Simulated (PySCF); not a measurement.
## Single-point calculation, with input and output: SiP (charge +1)

The run: single-point calculation of SiP, charge +1. Method and program: RHF/lanl2dz, gradient (PySCF 2.14.0).

Some settings of this run were made unusual or wrong on purpose. Figures and captions count atoms from 1; the log counts them from 0 in places.

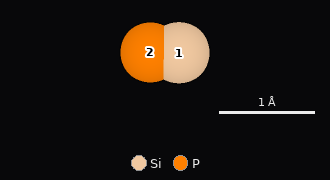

**Figure 1.** The structure as given in the input (ball-and-stick view, seen at a tilt; atoms are numbered from 1 in the order of the input). Bond lengths as drawn: P–Si 0.30 Å.

What the run reported

```tsv
quantity	value
outcome	converged
SCF energy	15.165437 hartree
hardware	1 CPU thread, shared host
wall time	1.5 s
```

Some settings of this run were drawn to be unusual or wrong. It converged; results that depend on the unusual settings are not reference values.

Input file
```python
from pyscf import gto, scf

mol = gto.M(
    atom='Si 0 0 0; P 0 0 0.3',
    basis='lanl2dz',
    ecp={'Si': 'lanl2dz', 'P': 'lanl2dz'},
    charge=1,
    spin=0,
    verbose=4,
)
mf = scf.RHF(mol)
mf = mf.density_fit(auxbasis='def2-universal-jkfit')
mf.kernel()
mf.nuc_grad_method().kernel()
mf.dip_moment()
print('orbital energies (hartree):', mf.mo_energy[..., max(0, mol.nelec[1]-3):mol.nelec[0]+3].round(4))
```

Launched with:
```bash
OMP_NUM_THREADS=1 python input.py
```

What the program printed
```
PySCF version 2.14.0

[INPUT] verbose = 4
[INPUT] num. atoms = 2
[INPUT] num. electrons = 8
[INPUT] charge = 1
[INPUT] spin (= nelec alpha-beta = 2S) = 0
[INPUT] symmetry False subgroup None
[INPUT] Mole.unit = angstrom
[INPUT] Symbol           X                Y                Z      unit          X                Y                Z       unit  Magmom
[INPUT]  1 Si     0.000000000000   0.000000000000   0.000000000000 AA    0.000000000000   0.000000000000   0.000000000000 Bohr   0.0
[INPUT]  2 P      0.000000000000   0.000000000000   0.300000000000 AA    0.000000000000   0.000000000000   0.566917837370 Bohr   0.0

nuclear repulsion = 35.278480728
number of shells = 8
number of NR pGTOs = 24
number of NR cGTOs = 16
basis = lanl2dz
ecp = {'Si': 'lanl2dz', 'P': 'lanl2dz'}

******** <class 'pyscf.df.df_jk.DFRHF'> ********
method = DFRHF
initial guess = minao
damping factor = 0
level_shift factor = 0
DIIS = <class 'pyscf.scf.diis.CDIIS'>
diis_start_cycle = 1
diis_space = 8
diis_damp = 0
SCF conv_tol = 1e-09
SCF conv_tol_grad = None
SCF max_cycles = 50
direct_scf = False
Set gradient conv threshold to 3.16228e-05
Initial guess from minao.
******** <class 'pyscf.df.df.DF'> ********
auxbasis = def2-universal-jkfit
init E= 16.1669853672402
  HOMO = -0.293856579857403  LUMO = 0.22045192113794  gap/eV = 13.99505
cycle= 1 E= 15.2097555505026  delta_E= -0.957  |g|= 0.346  |ddm|=  3.2
  HOMO = -0.898720536256967  LUMO = -0.0598072334295265  gap/eV = 22.82799
cycle= 2 E= 15.1658659704586  delta_E= -0.0439  |g|= 0.0369  |ddm|= 0.475
  HOMO = -0.852095553395374  LUMO = -0.044259962399301  gap/eV = 21.98233
cycle= 3 E= 15.1654488263875  delta_E= -0.000417  |g|= 0.00558  |ddm|= 0.0871
  HOMO = -0.850910741699844  LUMO = -0.0439524898055945  gap/eV = 21.95845
cycle= 4 E= 15.1654370211429  delta_E= -1.18e-05  |g|= 0.000665  |ddm|= 0.0161
  HOMO = -0.851023925742558  LUMO = -0.0438919825461115  gap/eV = 21.96318
cycle= 5 E= 15.1654368695726  delta_E= -1.52e-07  |g|= 7.03e-05  |ddm|= 0.00135
  HOMO = -0.851026453449743  LUMO = -0.0438911206082571  gap/eV = 21.96327
cycle= 6 E= 15.1654368663499  delta_E= -3.22e-09  |g|= 1.13e-05  |ddm|= 0.000392
  HOMO = -0.851026088474818  LUMO = -0.0438917173181432  gap/eV = 21.96324
cycle= 7 E= 15.1654368662565  delta_E= -9.34e-11  |g|= 8.27e-07  |ddm|= 6.89e-05
  HOMO = -0.851026031362883  LUMO = -0.0438917737393938  gap/eV = 21.96324
Extra cycle  E= 15.1654368662561  delta_E= -3.62e-13  |g|= 2.12e-07  |ddm|= 3.16e-06
converged SCF energy = 15.1654368662561

******** <class 'pyscf.df.grad.rhf.Gradients'> for <class 'pyscf.df.df_jk.DFRHF'> ********
unit = Eh/Bohr
--------------- DFRHF gradients ---------------
         x                y                z
0 Si    -0.0000000000     0.0000000000    60.7057967997
1 P     0.0000000000    -0.0000000000   -60.7057967997
----------------------------------------------

WARN: System has nonzero charge 1; the dipole moment is origin-dependent.
Location of origin: [0. 0. 0.]

Dipole moment(X, Y, Z, Debye): -0.00000,  0.00000,  1.16333
orbital energies (hartree): [-0.9575 -0.9575 -0.851  -0.0439 -0.0172 -0.0172]
```
